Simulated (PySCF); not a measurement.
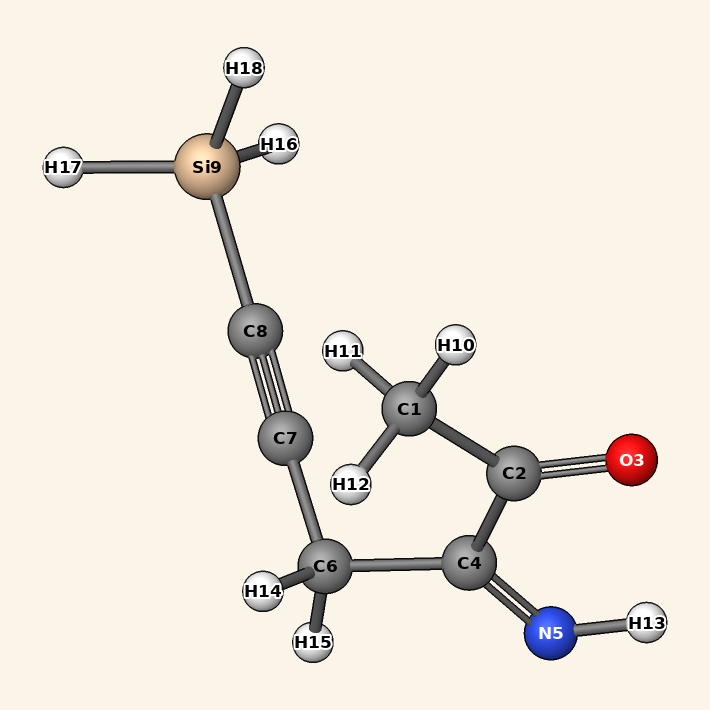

The questions are on isotropic NMR shieldings of the H atoms. The geometry was computed by an optimisation with GFN2-xTB. No frequency run is at hand to confirm it as a minimum. Properties computed with GIAO PBE0/pcSseg-1 NMR shielding, non-relativistic, gas phase (PySCF 2.14.0).

Give the isotropic NMR shieldings of the H atoms atom by atom.

```json
{"atom": "H10", "σ (ppm)": "29.33"}
{"atom": "H11", "σ (ppm)": "28.12"}
{"atom": "H12", "σ (ppm)": "29.44"}
{"atom": "H13", "σ (ppm)": "19.11"}
{"atom": "H14", "σ (ppm)": "28.10"}
{"atom": "H15", "σ (ppm)": "27.84"}
{"atom": "H16", "σ (ppm)": "27.49"}
{"atom": "H17", "σ (ppm)": "27.45"}
{"atom": "H18", "σ (ppm)": "27.49"}
```

The geometry is semi-empirical. Around Si such bond lengths and angles can be off by a tenth of an ångström or more and by several degrees, and values that hang on the shape move with them.
